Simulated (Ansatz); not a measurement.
**SnH3Cl (SMILES [Cl][SnH3]): r2SCAN/STO-3G**

What is the energy change on altering one bond length of SnH3Cl at r2SCAN/STO-3G? 

The calculation is run with Ansatz 0.2.0.

59 further runs of the same task are left out: 8 that didn't finish, 51 set aside as unsound or not needed.

### Step 1. The molecule

SnH3Cl has 5 atoms, charge 0, and is taken as a singlet. As SMILES, `[Cl][SnH3]`. The shape is that of a PBE0-D4/def2-TZVP optimisation.

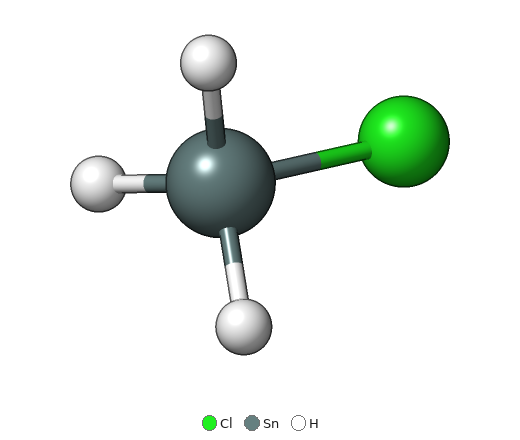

Viewed from a chosen angle; chlorine green, tin teal, hydrogen white.

### Step 2. The energy at r2SCAN/STO-3G

The input, in.yaml:

```yaml
crystal:
  periodic: [false, false, false]
  atoms:
    - {symbol: Cl, position_ang: [-1.839400, 0.332400, 1.029900]}
    - {symbol: Sn, position_ang: [0.168900, -0.044500, -0.097500]}
    - {symbol: H, position_ang: [-0.120500, 0.362900, -1.722400]}
    - {symbol: H, position_ang: [0.522700, -1.694200, 0.111100]}
    - {symbol: H, position_ang: [1.318200, 0.969900, 0.637400]}
basis:
  gaussian:
    orbitals: STO-3G
hamiltonian:
  xc: r2scan
accuracy: high
```

Launch:

```
ansatz run in.yaml --threads 1 --pin off --max-ram 2610MiB --events-out events.jsonl --progress --plain --runs-dir runs
```

The log of the run:

```text
Warning: RAYON_NUM_THREADS=1 ignored (pool sized by the plan → 1); use --threads N
Functional definition: r2SCAN
  name "r2SCAN"
  parameter k0 = 0.174
  parameter k1 = 0.065
  parameter a1 = 4.9479
  exchange = r2scan_x(k0 = k0, k1 = k1, a1 = a1)
  correlation = r2scan_c
710 factors; integrals over basis functions are off by at most 7.3e-9 eV
mean field evaluation 1: about -174765.5447 eV, gradient 1.4e1 eV
mean field evaluation 2: about -174766.0377 eV, gradient 1.0e1 eV
mean field evaluation 4: about -174766.6162 eV, gradient 1.3e-1 eV
mean field evaluation 8: about -174766.5720 eV, gradient 2.2e-3 eV
mean field -174766.57198858 eV, -6422.5530595432 hartree, gradient 2.9e-8 eV, S^2 0.000000; 0 other end points of the search recorded, 0 dependent functions left out
reference -174766.57198897 eV, -6422.5530595574 hartree; 35, 35 occupied and 4, 4 virtual orbitals, 710 factors
Total energy: -174766.57198897 eV, -6422.5530595574 hartree
```

Wall time 5.4 s (1 thread of Arm Neoverse V1, shared host); peak memory 0.16 GiB.

### Step 3. The distorted shape

The input, run.yaml:

```yaml
crystal:
  periodic: [false, false, false]
  atoms:
    - {symbol: Cl, position_ang: [-1.927856, 0.744851, 0.977747]}
    - {symbol: Sn, position_ang: [0.080444, 0.367951, -0.149653]}
    - {symbol: H, position_ang: [-0.208956, 0.775351, -1.774553]}
    - {symbol: H, position_ang: [0.522700, -1.694200, 0.111100]}
    - {symbol: H, position_ang: [1.229744, 1.382351, 0.585247]}
basis:
  gaussian:
    orbitals: STO-3G
hamiltonian:
  xc: r2scan
accuracy: high
```

Launch:

```
ansatz run run.yaml --threads 1 --pin off --max-ram 2610MiB --events-out events.jsonl --progress --plain --runs-dir runs
```

The log of the run, shortened:

```text
Warning: RAYON_NUM_THREADS=1 ignored (pool sized by the plan → 1); use --threads N
[... 7 set-up lines as earlier in the session ...]
710 factors; integrals over basis functions are off by at most 4.6e-9 eV
mean field evaluation 1: about -174764.0581 eV, gradient 1.5e1 eV
mean field evaluation 2: about -174764.1728 eV, gradient 1.5e1 eV
mean field evaluation 4: about -174765.3812 eV, gradient 3.3e-1 eV
mean field evaluation 8: about -174765.3209 eV, gradient 1.8e-2 eV
mean field evaluation 16: about -174765.3209 eV, gradient 1.5e-9 eV
mean field -174765.32089283 eV, -6422.5070826222 hartree, gradient 1.5e-8 eV, S^2 0.000000; 0 other end points of the search recorded, 0 dependent functions left out
reference -174765.32089323 eV, -6422.5070826369 hartree; 35, 35 occupied and 4, 4 virtual orbitals, 710 factors
Total energy: -174765.32089323 eV, -6422.5070826369 hartree
```

Run time: 5.7 s. Hardware: 1 thread of Arm Neoverse V1, shared host; peak memory 0.16 GiB.

### Step 4. Outcome

Level: r2SCAN/STO-3G.

| quantity | value |
| --- | --- |
| first shape: total energy | -6422.55306 Eh |
| distorted shape: total energy | -6422.50708 Eh |
| energy change with the Sn2–H4 bond stretched from 1.700 to 2.125 Å | 1.251 eV |

What this shows: With the Sn2–H4 bond stretched from 1.700 to 2.125 Å the energy rises by 1.25 eV (29 kcal/mol). The first shape isn't relaxed at this level, so the change isn't measured from a minimum. The minimal basis adds a large error of its own. Relativity is left out (first shape) although the molecule holds a heavy atom. Relativity is left out (distorted shape) although the molecule holds a heavy atom.
